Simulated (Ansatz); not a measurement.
# Convergence study of shifted k-point meshes for ZnPt (P4mm, 2 atoms in the cell)

```
CELL_PARAMETERS angstrom
      2.84231     0.00000     0.00000
      0.00000     2.84231     0.00000
      0.00000     0.00000     3.48408
ATOMIC_POSITIONS crystal
  Zn 0.50000 0.50000 0.51435
  Pt 0.00000 0.00000 0.00000
```

Computed with PBEsol, default PAW files made with PBE (plane waves; Ansatz, a program for electronic structure).

Base settings: basis.ecutwfc = 30.9 Ry; kpoints.mp_grid.grid = 12 12 10; hamiltonian.xc = pbesol; hamiltonian.pseudopotentials = {kind: paw} (the program's default PAW files); scf.occupations.method = fermi_dirac; scf.occupations.width = 0.0073 Ry.

In this ladder: kpoints.mp_grid.shift = 0.5 0.5 0.5.

Only quantities that move along the ladder and can be compared are tabulated.

The count of work is k-points × plane waves × bands × iterations; it is no time. Core times come from one kind of shared machine, to one figure; runs under 30 s give none.

The starting cell comes from a database of computed structures (which also holds hypothetical and non-ambient phases and stackings), without a prior relaxation at this level. Its lattice was rescaled by up to half a per cent. One atom was moved a little off its site on purpose. Spin polarisation is off. Ansatz's pressure includes its estimate of the finite-basis (Pulay) stress.

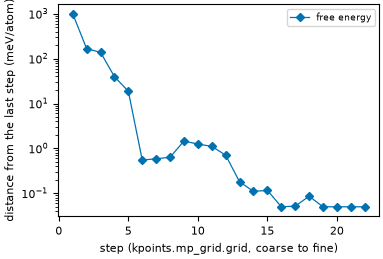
*Distance from the last step along the ladder; very small values are drawn at a floor.*

```tsv
kpoints.mp_grid.grid	free energy less the last step's (meV/atom)	pressure (GPa)	largest difference of a force vector from the last step's (eV/Å)	count of work / last	core time / last (rough)
2 2 2	-1000.01	-16.71	0.098	0.00038	–
3 3 2	166.86	1.01	0.022	0.00099	–
3 3 3	138.28	0.70	0.042	0.0020	–
4 4 3	39.62	-0.31	0.075	0.0020	–
5 5 4	18.74	-1.26	0.004	0.0039	–
6 6 5	-0.55	-1.34	0.002	0.0059	–
7 7 6	0.59	-1.73	0.002	0.0099	–
8 8 7	0.64	-1.22	0.002	0.013	–
9 9 7	-1.46	-1.43	0.002	0.020	–
10 10 8	-1.25	-1.42	0.001	0.020	–
11 11 9	1.11	-1.39	0.000	0.035	–
12 12 10	-0.71	-1.42	0.001	0.035	–
13 13 11	0.18	-1.42	0.000	0.055	–
15 15 12	-0.11	-1.40	0.000	0.071	–
17 17 14	0.12	-1.39	0.000	0.10	–
18 18 15	-0.05	-1.40	0.000	0.12	–
20 20 17	0.05	-1.40	0.000	0.16	–
22 22 18	-0.09	-1.41	0.000	0.20	–
25 25 20	-0.02	-1.40	0.000	0.30	0.3
28 28 23	-0.01	-1.40	0.000	0.41	0.4
31 31 25	0.01	-1.40	0.000	0.58	0.6
34 34 28	0.00	-1.40	0.000	0.70	0.7
38 38 31	0.00	-1.40	0.000	1.0	1
```

Coarsest kpoints.mp_grid.grid that holds the pressure within 1 GPa of the last step, with all finer ones: 5 5 4, at 0.0039 of the last step's count of work; the step before is off by 1.1 GPa.

Coarsest kpoints.mp_grid.grid that holds the free energy within 5 meV/atom of the last step, with all finer ones: 6 6 5, at 0.0059 of the last step's count of work; the step before is off by 19 meV/atom.

Coarsest kpoints.mp_grid.grid that holds the forces within 0.005 eV/Å of the last step, with all finer ones: 5 5 4, at 0.0039 of the last step's count of work; the step before is off by 0.075 eV/Å.

Keys are those of Ansatz 0.2.
